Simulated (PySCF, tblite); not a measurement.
# C₅H₈BFO: geometry, infrared bands and NMR shifts

Aim: predict the infrared bands and NMR shifts of C₅H₈BFO (`BC1=C[C@H](F)COC1`).

The runs use tblite 0.8.0 and PySCF 2.14.0, with density-fitted response routines of our own; the level of theory stands in each step. All values are computed, except where a source is named. Atoms count from 0, in the outputs and in this text.

### Step 1. The molecule as given

16 atoms, charge 0, multiplicity 1; geometry from: force field or distance geometry start.

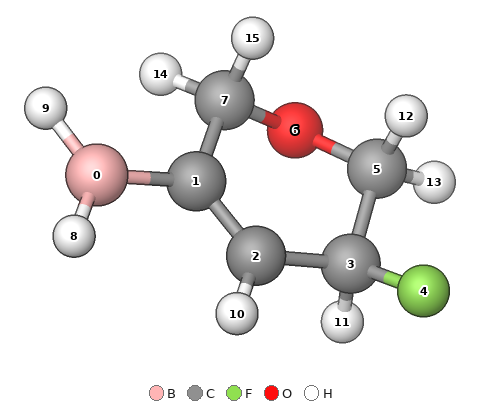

As it starts; boron pink, carbon grey, fluorine green, oxygen red, hydrogen white, atoms numbered.

### Step 2. Optimising the geometry with GFN2-xTB

The job: settings as JSON, then the geometry in Å.

```
{"job": {"kind": "relax", "xc": "GFN2-xTB", "basis": "xTB"}, "charge": 0, "multiplicity": 1}
B      2.473600     0.099600    -0.580900
C      0.953100     0.042000    -0.145900
C      0.208800    -1.027400    -0.458900
C     -1.238500    -1.108300    -0.034400
F     -2.011500    -1.589800    -1.064200
C     -1.766600     0.251600     0.424200
O     -0.826800     0.872300     1.287200
C      0.340500     1.232300     0.567000
H      2.965100    -0.801600    -1.162300
H      3.111200     1.056500    -0.329400
H      0.632700    -1.877800    -0.979600
H     -1.306700    -1.836000     0.822000
H     -1.991500     0.901000    -0.442600
H     -2.711000     0.107500     0.974800
H      1.064300     1.664800     1.280600
H      0.095800     2.022400    -0.169000
```

On the command line:

```sh
$ OMP_NUM_THREADS=1 python probes_run.py task.json out
```

The driver reads the jobs from task.json and runs them one after another.

The program printed:

```text
step      E/eV     max force
  0    -674.29073    1.335
  1    -674.33386    0.459
  2    -674.35306    0.301
  3    -674.36405    0.328
  4    -674.36966    0.165
  5    -674.37318    0.139
  6    -674.37721    0.175
  7    -674.37953    0.118
  8    -674.38089    0.087
  9    -674.38184    0.105
 10    -674.38284    0.115
 11    -674.38383    0.100
 12    -674.38478    0.084
 13    -674.38562    0.062
 14    -674.38638    0.064
 15    -674.38705    0.069
 16    -674.38764    0.071
 17    -674.38819    0.067
 18    -674.38880    0.069
 19    -674.38949    0.068
 20    -674.39019    0.066
 21    -674.39085    0.066
 22    -674.39156    0.082
 23    -674.39251    0.118
 24    -674.39379    0.127
 25    -674.39511    0.093
 26    -674.39608    0.067
 27    -674.39674    0.068
 28    -674.39734    0.069
 29    -674.39807    0.065
 30    -674.39897    0.084
 31    -674.39988    0.084
 32    -674.40066    0.074
 33    -674.40134    0.071
 34    -674.40199    0.071
 35    -674.40269    0.074
 36    -674.40343    0.067
 37    -674.40415    0.067
 38    -674.40476    0.059
 39    -674.40518    0.041
 40    -674.40544    0.033
 41    -674.40562    0.037
 42    -674.40578    0.030
 43    -674.40590    0.025
 44    -674.40598    0.021
 45    -674.40605    0.021
 46    -674.40611    0.021
 47    -674.40619    0.021
 48    -674.40625    0.017
 49    -674.40630    0.013
 50    -674.40633    0.014
 51    -674.40637    0.018
 52    -674.40641    0.022
 53    -674.40646    0.021
 54    -674.40651    0.018
 55    -674.40655    0.018
 56    -674.40659    0.017
 57    -674.40664    0.018
 58    -674.40667    0.015
 59    -674.40670    0.011
 60    -674.40671    0.008
```

Run time: 0.25 s. Hardware: 1 thread of Arm Neoverse V2, shared host.

The steps of the relaxation: (not every step is listed)

| step | energy from step 0 (eV) | largest force (eV/Å) |
| --- | --- | --- |
| 0 | 0.0000 | 1.3350 |
| 1 | -0.0431 | 0.4592 |
| 2 | -0.0623 | 0.3010 |
| 3 | -0.0733 | 0.3284 |
| 4 | -0.0789 | 0.1647 |
| 5 | -0.0824 | 0.1394 |
| 6 | -0.0865 | 0.1747 |
| 7 | -0.0888 | 0.1180 |
| 8 | -0.0902 | 0.0869 |
| 12 | -0.0940 | 0.0841 |
| 16 | -0.0969 | 0.0709 |
| 20 | -0.0995 | 0.0660 |
| 24 | -0.1031 | 0.1273 |
| 28 | -0.1066 | 0.0687 |
| 32 | -0.1099 | 0.0742 |
| 36 | -0.1127 | 0.0667 |
| 40 | -0.1147 | 0.0326 |
| 44 | -0.1152 | 0.0211 |
| 48 | -0.1155 | 0.0170 |
| 52 | -0.1157 | 0.0217 |
| 55 | -0.1158 | 0.0176 |
| 56 | -0.1159 | 0.0167 |
| 57 | -0.1159 | 0.0184 |
| 58 | -0.1159 | 0.0151 |
| 59 | -0.1160 | 0.0114 |
| 60 | -0.1160 | 0.0082 |

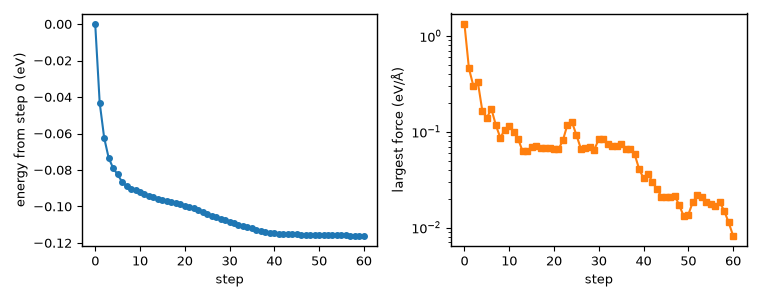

Energy and largest force along the relaxation.

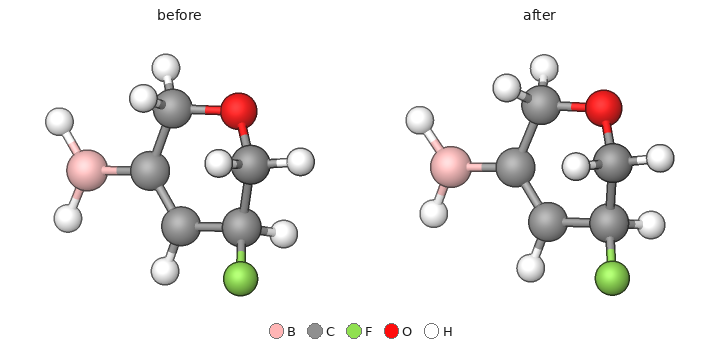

Before and after, at one scale.

Close pairs (by a distance rule), those that changed most:

| bond | before (Å) | after (Å) | change (Å) |
| --- | --- | --- | --- |
| B0–C1 | 1.583 | 1.544 | -0.039 |
| C3–H11 | 1.126 | 1.100 | -0.026 |
| C5–O6 | 1.419 | 1.402 | -0.017 |
| C2–C3 | 1.510 | 1.495 | -0.016 |
| B0–H8 | 1.180 | 1.167 | -0.013 |
| C7–H14 | 1.105 | 1.093 | -0.012 |
| C5–H13 | 1.103 | 1.091 | -0.011 |
| B0–H9 | 1.177 | 1.168 | -0.009 |

The end geometry stands in the next job.

### Step 3. Infrared spectrum with GFN2-xTB

The job: settings as JSON, then the geometry in Å.

```
{"job": {"kind": "ir", "xc": "GFN2-xTB", "basis": "xTB"}, "charge": 0, "multiplicity": 1}
B      2.418563     0.162472    -0.658382
C      0.970174     0.036768    -0.138419
C      0.197860    -1.023220    -0.423158
C     -1.222267    -1.128639     0.031146
F     -1.991685    -1.746799    -0.936638
C     -1.768196     0.272403     0.332145
O     -0.899358     0.918620     1.222165
C      0.372889     1.172378     0.659326
H      2.928736    -0.756189    -1.165655
H      2.990440     1.174753    -0.546014
H      0.560360    -1.841191    -1.027908
H     -1.293620    -1.763443     0.926911
H     -1.865085     0.829029    -0.611751
H     -2.742539     0.222727     0.821320
H      1.016893     1.424843     1.505164
H      0.319236     2.054432    -0.001663
```

The program printed:

```text
mode    cm-1     km/mol
  1      97.5      1.10
  2     128.2      0.44
  3     205.3      3.46
  4     259.8      5.72
  5     282.6     12.95
  6     352.2      7.15
  7     380.6      4.53
  8     434.4      3.26
  9     454.4      2.62
 10     539.8      3.45
 11     615.1     12.27
 12     779.2     59.73
 13     813.3     56.76
 14     829.6     65.11
 15     896.6      5.13
 16     929.8      1.11
 17     962.1     13.50
 18     979.8     27.07
 19    1032.3     69.40
 20    1049.0     14.96
 21    1103.0     11.39
 22    1114.1      3.43
 23    1135.2     45.64
 24    1168.3      4.94
 25    1221.7     80.41
 26    1241.7     11.58
 27    1247.5     78.98
 28    1264.1      6.93
 29    1272.0      2.43
 30    1314.3      6.18
 31    1322.8     22.86
 32    1443.2      6.83
 33    1463.2      1.21
 34    1640.2     78.92
 35    2654.8    108.52
 36    2695.2    114.27
 37    2828.0     43.87
 38    2871.4      1.32
 39    2887.3     71.20
 40    2969.5     15.79
 41    2992.3     23.37
 42    3084.9     16.31
```

Wall time 0.34 s (1 thread of Arm Neoverse V2, shared host).

Which atoms move in the most intense modes:

| cm⁻¹ | km/mol | atoms |
| --- | --- | --- |
| 830 | 65.1 | H10 23 %, H8 21 %, H9 20 %, B0 17 % |
| 1032 | 69.4 | C3 46 %, F4 23 % |
| 1222 | 80.4 | B0 22 %, H8 19 %, H9 18 %, H10 12 % |
| 1248 | 79.0 | H11 49 %, H15 13 % |
| 1640 | 78.9 | C1 49 %, C2 47 % |
| 2655 | 108.5 | H9 58 %, H8 38 % |
| 2695 | 114.3 | H8 54 %, H9 34 %, B0 11 % |
| 2887 | 71.2 | H12 65 %, H11 28 % |

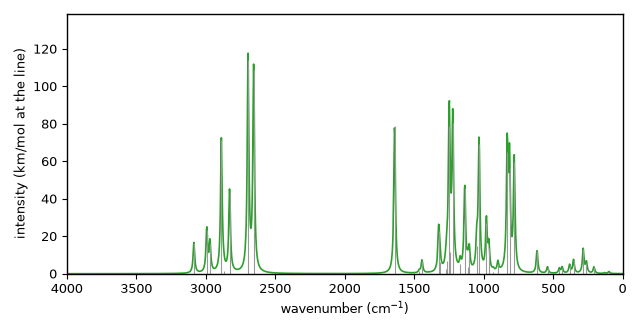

The infrared spectrum from these modes, unscaled. Lines are broadened to a width of 14 cm⁻¹ (Lorentzian).

### Step 4. NMR shieldings: PBE0/pcSseg-1

Same as in step 3 but for these lines:

```diff
@@ -1,2 +1,2 @@
-{"job": {"kind": "ir", "xc": "GFN2-xTB", "basis": "xTB"}, "charge": 0, "multiplicity": 1}
+{"job": {"kind": "nmr", "xc": "PBE0", "basis": "pcSseg-1"}, "charge": 0, "multiplicity": 1}
 B      2.418563     0.162472    -0.658382
```

Method: GIAO PBE0/pcSseg-1 NMR shielding, non-relativistic, gas phase.

The program printed:

```text
coarse grid: 13648 points
cycle   1  E = -394.5741373684  dE =  1.079e+00  |g| = 6.635e-01  |ddm| = 3.536e+00
cycle   2  E = -394.5024867198  dE =  7.165e-02  |g| = 9.430e-01  |ddm| = 1.236e+00
cycle   3  E = -394.6519231601  dE = -1.494e-01  |g| = 8.588e-02  |ddm| = 7.774e-01
cycle   4  E = -394.6531959892  dE = -1.273e-03  |g| = 4.223e-02  |ddm| = 1.015e-01
cycle   5  E = -394.6536017774  dE = -4.058e-04  |g| = 1.261e-02  |ddm| = 4.495e-02
cycle   6  E = -394.6536380162  dE = -3.624e-05  |g| = 5.335e-03  |ddm| = 1.537e-02
cycle   7  E = -394.6536447399  dE = -6.724e-06  |g| = 8.387e-04  |ddm| = 4.693e-03
final grid: 133040 points
cycle   8  E = -394.7186455649  dE = -4.121e-05  |g| = 1.176e-02  |ddm| = 3.196e-02
cycle   9  E = -394.7186160884  dE =  2.948e-05  |g| = 1.756e-02  |ddm| = 2.078e-02
cycle  10  E = -394.7186726012  dE = -5.651e-05  |g| = 1.115e-03  |ddm| = 1.258e-02
cycle  11  E = -394.7186728729  dE = -2.717e-07  |g| = 2.673e-04  |ddm| = 1.260e-03
cycle  12  E = -394.7186728867  dE = -1.381e-08  |g| = 9.537e-05  |ddm| = 3.390e-04
cycle  13  E = -394.7186728884  dE = -1.697e-09  |g| = 3.403e-05  |ddm| = 9.947e-05
cycle  14  E = -394.7186728886  dE = -1.767e-10  |g| = 8.562e-06  |ddm| = 3.016e-05
converged SCF energy = -394.7186728886

GIAO shielding tensors (ppm)
atom      isotropic    diamagn.    paramagn.     s11        s22        s33       span
  0 B       27.442     191.961    -164.519    -26.711    -17.797    126.832    153.544
  1 C       31.000     259.407    -228.407    -73.204     -5.177    171.381    244.585
  2 C       20.261     254.340    -234.079    -80.029      4.116    136.697    216.725
  3 C      100.045     246.257    -146.212     70.590     79.215    150.331     79.741
  4 F      399.186     470.745     -71.559    371.936    409.735    415.888     43.952
  5 C      118.747     246.857    -128.110     89.478    110.376    156.388     66.910
  6 O      300.573     395.547     -94.974    251.584    303.742    346.395     94.811
  7 C      112.801     242.687    -129.886     85.927     99.828    152.647     66.720
  8 H       24.747      29.627      -4.880     18.421     27.605     28.215      9.794
  9 H       24.860      29.559      -4.699     18.681     27.591     28.308      9.627
 10 H       24.223      32.268      -8.045     21.569     24.546     26.554      4.985
 11 H       26.278      29.385      -3.107     22.832     27.230     28.771      5.939
 12 H       28.300      30.093      -1.793     24.508     27.836     32.554      8.046
 13 H       27.262      28.191      -0.929     23.382     26.879     31.524      8.142
 14 H       26.953      28.911      -1.958     22.494     25.967     32.396      9.902
 15 H       27.053      29.334      -2.282     22.718     26.175     32.264      9.546
```

Run time: 30 s. Hardware: 1 thread of Arm Neoverse V2, shared host; peak memory 0.79 GiB.

Shifts follow as δ = σ(reference) − σ, with reference shieldings (ppm) from runs at the same level and on the same kind of geometry: 1H TMS 31.72, 13C TMS 186.9, 19F CFCl3 170.9, 17O H2O 336.1, 11B BF3·OEt2 100.1. The references are single molecules in the gas phase, so shifts against H2O, NH3, PH3, H3PO4 or CFCl3 are not on the usual liquid scales and can be off by tens of ppm. Atoms listed in one row are averaged.

| atoms | environment | σ (ppm) | δ (ppm) | δ scaled to CDCl3 |
| --- | --- | --- | --- | --- |
| C2 | alkene CH | 20.3 | 166.7 | 160.7 |
| C1 | fully substituted alkene carbon | 31.0 | 155.9 | 150.3 |
| C3 | allylic sp3 CH bonded to F | 100.0 | 86.9 | 82.9 |
| C7 | allylic sp3 CH2 bonded to O | 112.8 | 74.1 | 70.4 |
| C5 | sp3 CH2 bonded to O | 118.7 | 68.2 | 64.6 |
| H10 | hydrogen on an alkene CH | 24.22 | 7.49 | 7.17 |
| H8, H9 | hydrogen on a boron bonded to C | 24.80 | 6.91 | – |
| H11 | hydrogen on an allylic sp3 CH bonded to F | 26.28 | 5.44 | 5.23 |
| H14 | hydrogen on an allylic sp3 CH2 bonded to O | 26.95 | 4.76 | 4.60 |
| H15 | hydrogen on an allylic sp3 CH2 bonded to O | 27.05 | 4.66 | 4.50 |
| H13 | hydrogen on an sp3 CH2 bonded to O | 27.26 | 4.46 | 4.31 |
| H12 | hydrogen on an sp3 CH2 bonded to O | 28.30 | 3.42 | 3.33 |
| B0 | boron bonded to C, 2 H | 27.4 | 72.6 | – |
| F4 | fluorine on an sp3 carbon | 399.2 | -228.2 | – |
| O6 | ether oxygen | 300.6 | 35.5 | – |

The scaled column applies a straight-line fit of computed shieldings to shifts measured in CDCl3, and one for carbons that bear F (root-mean-square error 0.16 ppm for H, 1.9 ppm for C).

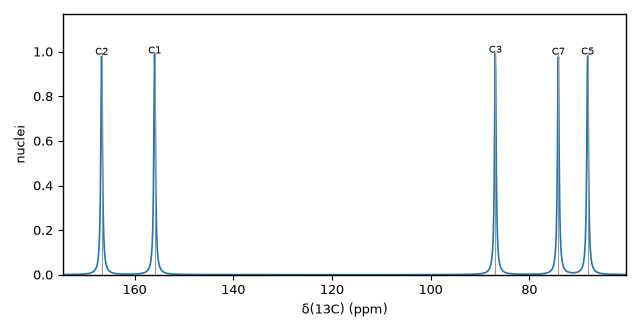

13C lines at the computed shifts, without couplings. Lines are broadened to a width of 0.39 ppm (Lorentzian).

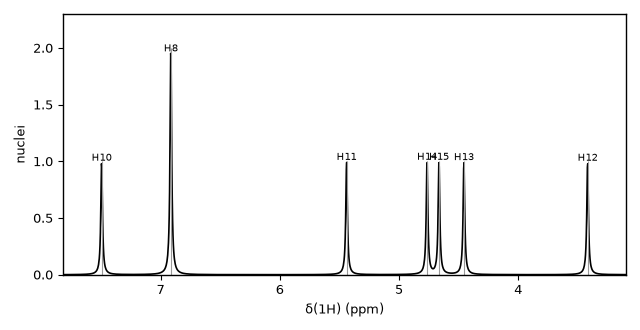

1H lines at the computed shifts, without couplings. Lines are broadened to a width of 0.02 ppm (Lorentzian).

Charges from the same density, by scheme (e):

| atoms | Mulliken | IAO | Hirshfeld | ESP fit |
| --- | --- | --- | --- | --- |
| B0 | 0.23 | 0.01 | 0.13 | 0.23 |
| C1 | -0.45 | -0.15 | -0.07 | 0.02 |
| C2 | -0.10 | -0.10 | -0.02 | -0.32 |
| C3 | 0.21 | 0.16 | 0.06 | 0.35 |
| F4 | -0.33 | -0.33 | -0.12 | -0.28 |
| C5 | 0.06 | -0.07 | -0.01 | -0.05 |
| O6 | -0.51 | -0.39 | -0.14 | -0.36 |
| C7 | 0.19 | -0.06 | 0.00 | 0.03 |

Hirshfeld charges:

B0 0.13; C1 -0.07; C2 -0.02; C3 0.06; F4 -0.12; C5 -0.01; O6 -0.14; C7 0.00; H8 -0.06; H9 -0.06; H10 0.05; H11 0.05; H12 0.04; H13 0.05; H14 0.05; H15 0.04

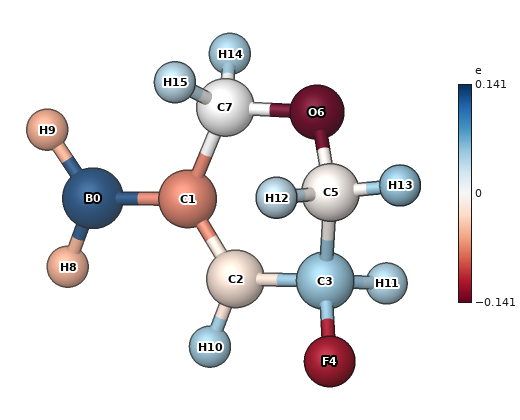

Hirshfeld charges, as colours on the atoms.

Mayer bond orders: B0–C1 1.02, C1–C2 1.77, C2–C3 1.01, C3–F4 0.87, C3–C5 1.03, C5–O6 0.93, O6–C7 0.92, C7–C1 1.00.

Ring of atoms C1, C2, C3, C5, O6, C7: NICS(0) -1.1, NICS(1) -2.2, NICS(1)zz 0.9 ppm (means of both faces).

Orbitals, density, ELF and potential are computed afterwards from the orbital file.

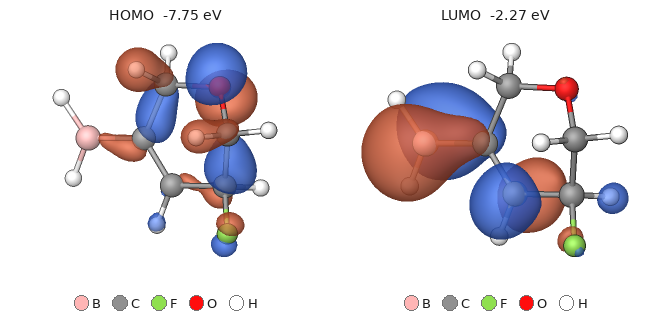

PBE0/pcSseg-1 orbitals near the gap, drawn at the value that encloses 70 % of each; the two colours are the two signs.

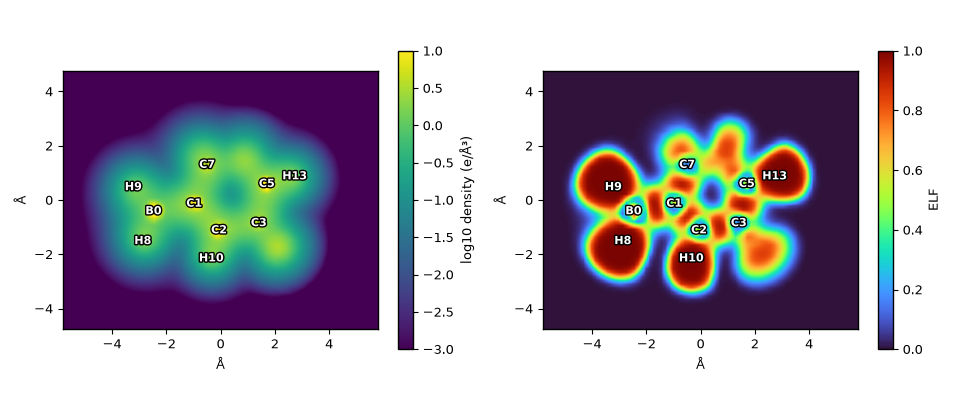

Density (left) and ELF (right) in a plane through or near 10 of the atoms.

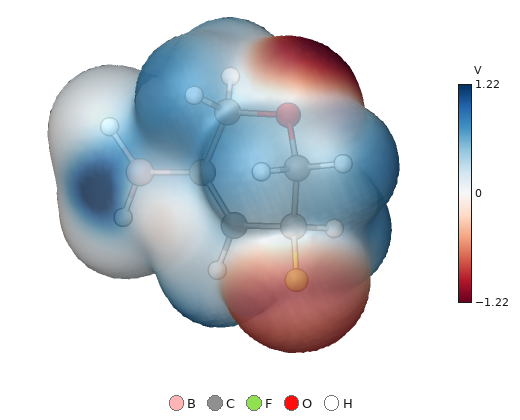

The potential that a unit positive charge feels on the 0.002 e/bohr³ surface, from -1.20 V near O6 to 1.22 V near B0.

### Step 5. Summary of results

```
                                                              quantity                                         value
                             strongest single infrared mode (GFN2-xTB)                         2695 cm⁻¹, 114 km/mol
                                          zero-point energy (GFN2-xTB)                                 75.7 kcal/mol
                                13C shifts against TMS (PBE0/pcSseg-1)            166.7, 155.9, 86.9, 74.1, 68.2 ppm
1H shifts against TMS (PBE0/pcSseg-1, means over atoms taken as alike)  7.49, 6.91, 5.44, 4.76, 4.66, 4.46, 3.42 ppm
                           11B shifts against BF3·OEt2 (PBE0/pcSseg-1)                                      72.6 ppm
                              19F shifts against CFCl3 (PBE0/pcSseg-1)                                    -228.2 ppm
                                17O shifts against H2O (PBE0/pcSseg-1)                                      35.5 ppm
                                 surface potential, least and greatest                            -1.20 V and 1.22 V
```

**Reading.** Over 60 steps the energy fell by 0.116 eV; of the close pairs, B0–C1 changed most, 1.583 to 1.544 Å. All 42 modes are real, so the xTB geometry is a minimum. The strongest single mode, at 2695 cm⁻¹, moves mainly H8 and H9. GFN2-xTB is a fitted tight-binding method: band positions and strengths are rough. Its intensities can rank the bands wrongly. The most deshielded hydrogen is H10 (hydrogen on an alkene CH), at 7.49 ppm: olefinic region. At PBE0/pcSseg-1: Shielding is most anisotropic at C1 (span 245 ppm, paramagnetic term -228 ppm). At PBE0/pcSseg-1, counted by nearest atom on the grid, the HOMO lies on O6 53 %; H15 7 %, the LUMO on B0 39 %; C2 22 %.
